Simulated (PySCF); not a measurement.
Consider CH15NSi5 (SMILES [SiH3]N([SiH3])C([SiH3])([SiH3])[SiH3]).

Input

```
{"job": {"kind": "nmr", "xc": "PBE0", "basis": "pcSseg-1"}, "charge": 0, "multiplicity": 1}
Si     2.091713     0.924304     0.630768
N      0.951722    -0.105236    -0.180282
Si     1.488999    -1.449860    -1.139769
C     -0.501777     0.089906     0.052263
Si    -0.981563     1.923957     0.349217
Si    -1.584372    -0.456528    -1.434691
Si    -1.035988    -0.927712     1.589169
H      2.038522     2.276708     0.062351
H      3.420933     0.360700     0.421866
H      1.814905     0.978127     2.070072
H      2.938580    -1.537487    -1.005436
H      0.889054    -2.701984    -0.667528
H      1.142576    -1.232261    -2.549295
H     -0.596518     2.763474    -0.789690
H     -2.438795     1.985937     0.497740
H     -0.394549     2.481418     1.570609
H     -1.507015    -1.894928    -1.703867
H     -2.980322    -0.148340    -1.110089
H     -1.220361     0.275317    -2.651961
H     -0.776041    -2.355815     1.386986
H     -2.469646    -0.733062     1.819326
H     -0.300467    -0.497251     2.781391
```

Launched as:

```sh
OMP_NUM_THREADS=1 python probes_run.py task.json out
```

Geometry: GFN2-xTB.

Theory: PySCF, PBE0/pcSseg-1, SCF density, gas phase, non-relativistic.

Q: What will maps of the electron density and electron localisation function show?

A: C–N (1.48 Å): ρ at the midpoint is about 1.7 e/Å³; the ELF peaks at about 0.90 between the atoms; localised, covalent bonding.
Si–N (1.74 Å): the density is about 1.1 e/Å³ at the midpoint; the ELF peaks at about 0.90 between the atoms, as expected for a polar covalent bond.
Si–H (1.46 Å): ρ at the midpoint is about 0.83 e/Å³; the ELF climbs to about 1 towards the hydrogen, as it does in any bond to H.

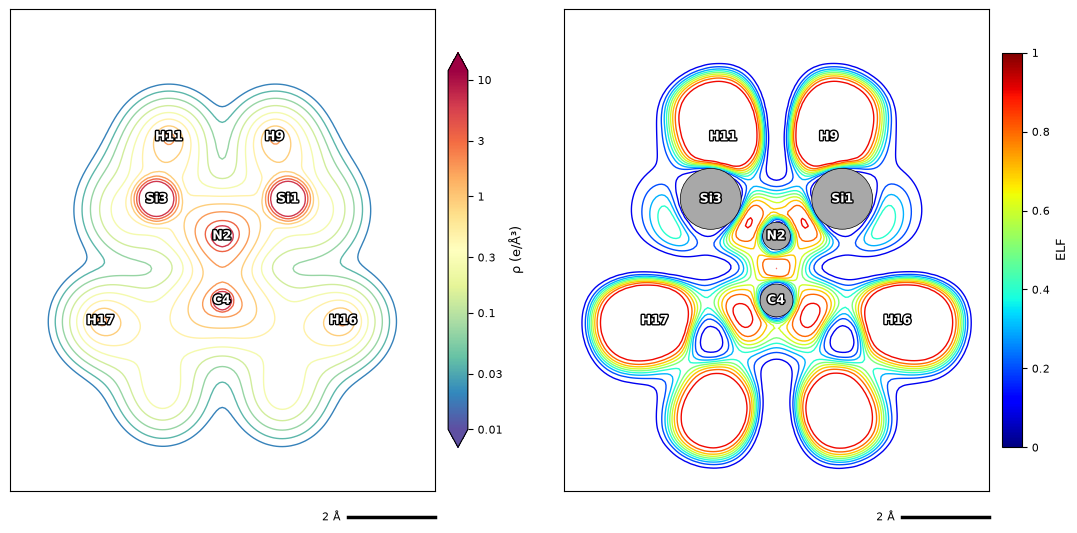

Computed electron density and electron localisation function on the plane of atoms Si1, N2 and Si3, in this order. Grey discs cover the atomic cores in the ELF map. 
